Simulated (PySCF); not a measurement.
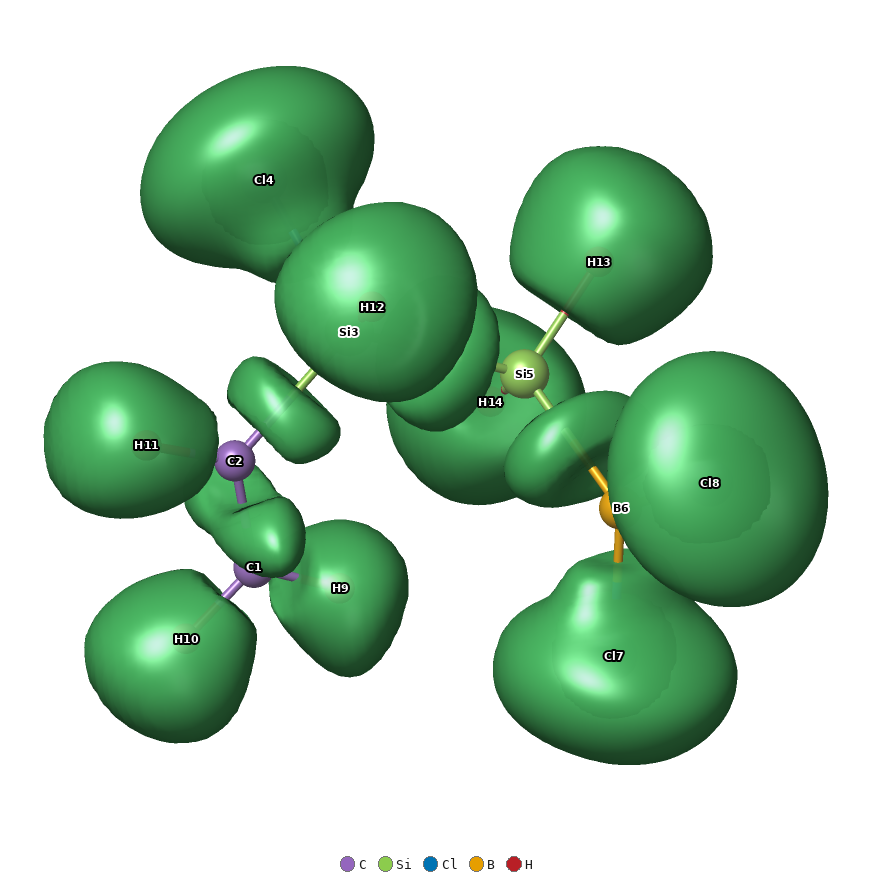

Figure. C2H6BCl3Si2. Isosurface of the ELF at 0.75 (green), seen at a tilt. Only the valence region is drawn (cores and ρ < 0.01 e/Å³ removed).

Geometry: GFN2-xTB.

The calculation used PBE0/pcSseg-1, SCF density, gas phase, non-relativistic in PySCF.

Input file:

```
{"job": {"kind": "nmr", "xc": "PBE0", "basis": "pcSseg-1"}, "charge": 0, "multiplicity": 1}
C      1.811639     0.741815    -0.922141
C      1.856932     0.454320     0.369473
Si     0.465968    -0.384060     1.336462
Cl     1.283506    -1.987807     2.273472
Si    -1.289092    -1.040578    -0.052331
B     -2.246330     0.523656    -0.788512
Cl    -1.967083     1.108319    -2.384993
Cl    -3.349845     1.427734     0.182398
H      0.945892     0.516939    -1.526303
H      2.631861     1.214653    -1.440151
H      2.761137     0.699487     0.915805
H      0.081775     0.537771     2.415658
H     -2.207159    -1.894740     0.716607
H     -0.779879    -1.917982    -1.117610
```

Command:

```sh
OMP_NUM_THREADS=1 python probes_run.py task.json out
```

### Where are the electrons localised?

At this value the surface marks out one region between bonded B–Si atoms (shared pairs), one region between bonded C–C atoms (shared pairs), one region between bonded C–Si atoms (shared pairs), one region between bonded Si–Si atoms (shared pairs), six regions around hydrogen nuclei and three regions on Cl in which the atom's valence shell and bonds are merged.

Values along the shortest contacts:
C–C (1.32 Å): the ELF peaks at about 0.95 between the atoms; a multiple bond. B–Cl (1.72 Å): the ELF peaks at about 0.90 between the atoms; a shared but strongly polarised pair.
